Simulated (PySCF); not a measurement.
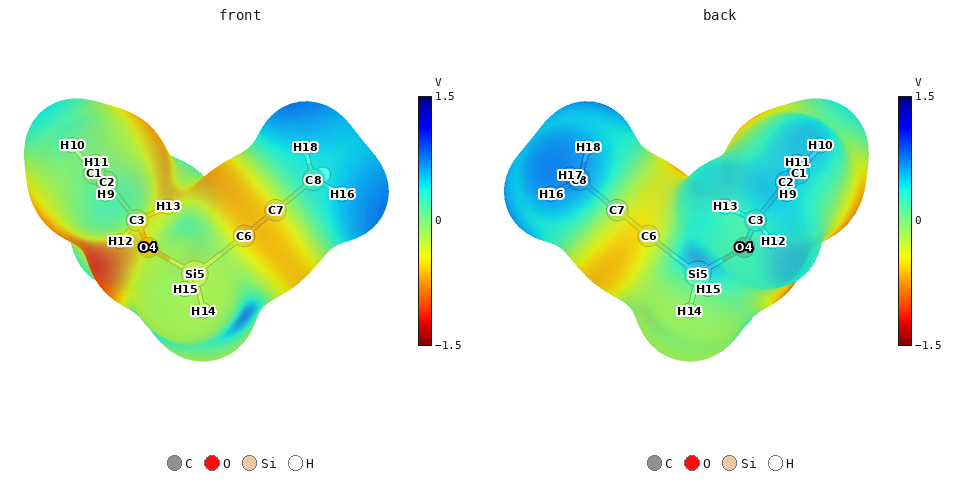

Figure 1: C$_{6}$H$_{10}$OSi (SMILES C=CCO[SiH2]C#CC). The molecular electrostatic potential painted on the density surface at 0.001 e/bohr³, seen from the front and from behind; red is negative and blue positive.

Geometry: GFN2-xTB.

These are results of PySCF, CAM-B3LYP/def2-SVPD, SCF density, gas phase, not measurements.

```xyz
18

C    -2.5106    1.4061    0.9543
C    -2.6323    0.3798    0.1354
C    -1.6809   -0.7784    0.0807
O    -0.6958   -0.6935    1.0600
Si    0.8604   -1.1493    1.0171
C     1.7323   -0.4269   -0.4476
C     2.2641    0.0550   -1.4162
C     2.9177    0.6270   -2.5728
H    -1.6948    1.4592    1.6547
H    -3.2151    2.2196    0.9592
H    -3.4469    0.3108   -0.5734
H    -2.2436   -1.7145    0.2198
H    -1.2292   -0.8156   -0.9218
H     0.9986   -2.6090    0.9035
H     1.3072   -0.5867    2.2835
H     3.9984    0.6174   -2.4303
H     2.6739    0.0494   -3.4647
H     2.5880    1.6558   -2.7177
```

### Which sites attract a positive test charge, and which a negative one?

A positive charge is drawn to the negative regions and a negative charge to the positive ones. The most negative region (about −1.1 V) lies over O4, the most positive (about +0.8 V) over Si5, H16, H17 and H18. O4 is the likeliest acceptor of a hydrogen bond.

### How polar is the molecule by this calculation?

Its dipole moment is 2.28 D.
